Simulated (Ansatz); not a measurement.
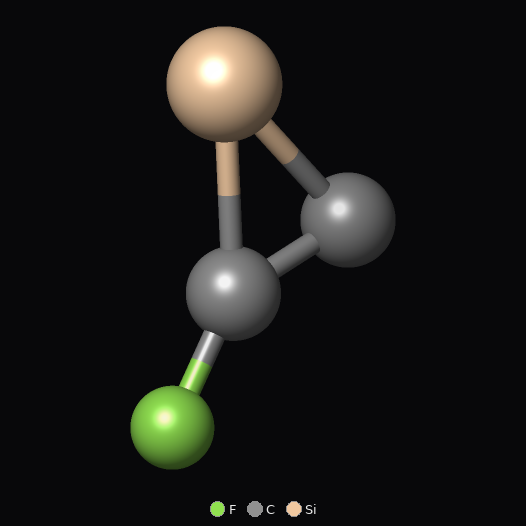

Ball-and-stick drawing of a structure. Every bond is drawn as one stick, whatever its order.

State: neutral, doublet.

What does the picture show?

It has 4 atoms: 2 carbon, 1 fluorine and 1 silicon (C₂FSi). This geometry has Cs symmetry. It is an open-shell species. All atoms lie on one plane.

The parts below concern this one geometry. Atoms keep their numbers from picture to picture. Computed geometry: PBE0-D4/def2-TZVP optimisation. No frequency run is at hand to confirm it as a minimum.

## Geometry

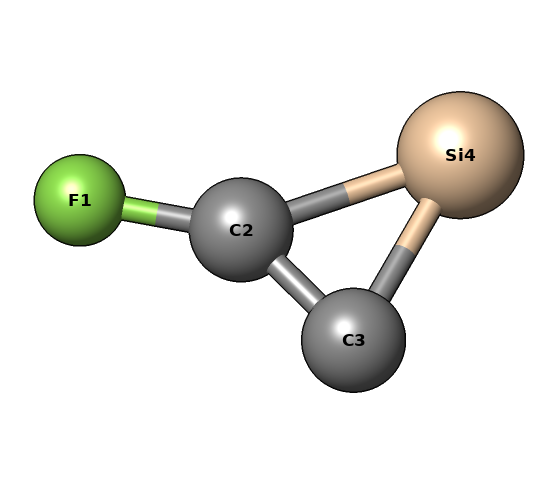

Numbered structure. No frequency run is at hand to confirm it as a minimum.

What is the dihedral angle F1–C2–Si4–C3?

Answer. 180° in size, that is anti.

## Dipole moment

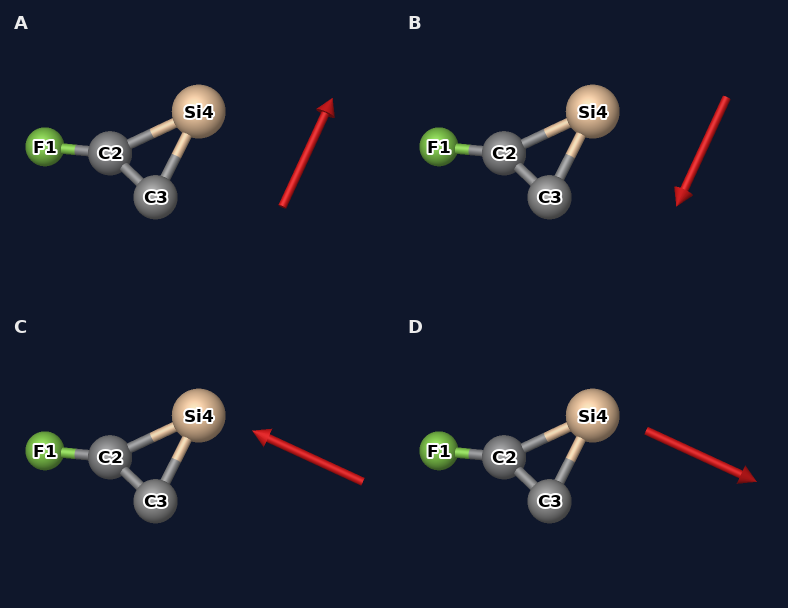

The same molecule four times, each with an arrow. No frequency run is at hand to confirm it as a minimum. Properties computed with UKS PBE0-D4/def2-TZVP (Ansatz 0.2.0).

Which arrow points along the dipole moment, from the negative to the positive end?

Answer. A. The dipole moment is 1.15 D; it points from the side of C3 to the side of Si4 (the outermost atoms at the two ends).

## Charges

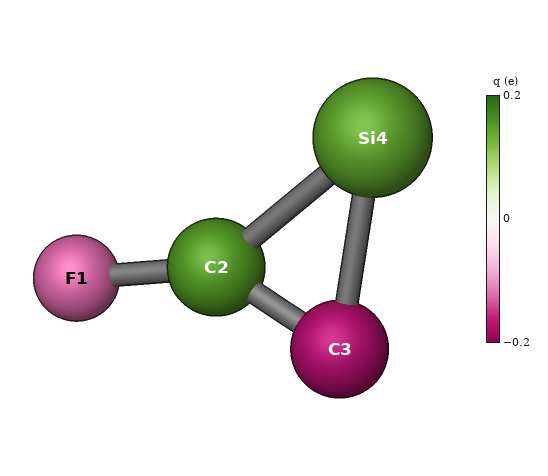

Atoms are coloured by their Mulliken charges. No frequency run is at hand to confirm it as a minimum. Properties computed with UKS PBE0-D4/def2-TZVP (Ansatz 0.2.0).

Give the Mulliken charges atom by atom.

```tsv
atom	value (e)
F1	−0.13
C2	0.15
C3	−0.17
Si4	0.15
```

## Electronic properties

No frequency run is at hand to confirm it as a minimum. Method: UHF-CCSD(T), frozen core/def2-TZVPP (Ansatz 0.2.0).

Predict the main results.

- ⟨S²⟩ of the determinant: 0.780
- T1 diagnostic: 0.026

Mulliken values depend strongly on the basis set and can even reverse the polarity of a bond.
